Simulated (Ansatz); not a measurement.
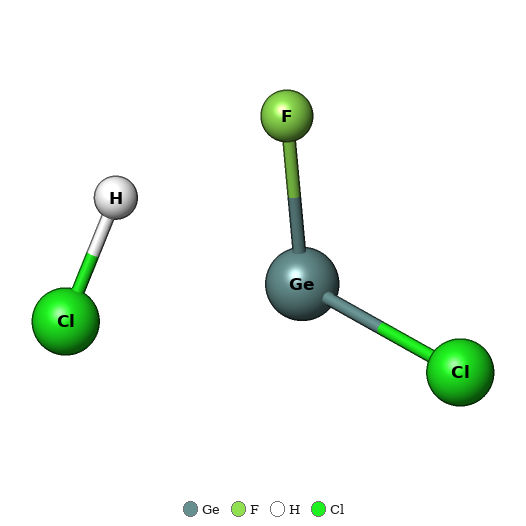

Sticks follow a distance rule. Harmonic vibrations computed with RKS PBE0-D4/def2-TZVP (Ansatz 0.2.0) at a stationary point of the same level.

**Is this a minimum or a saddle point?**

A minimum: no imaginary frequency, and the lowest mode lies at 58 cm⁻¹.

**List the wavenumbers.**

9 modes: 58, 88, 121, 187, 230, 362, 398, 635, 2925 cm⁻¹.
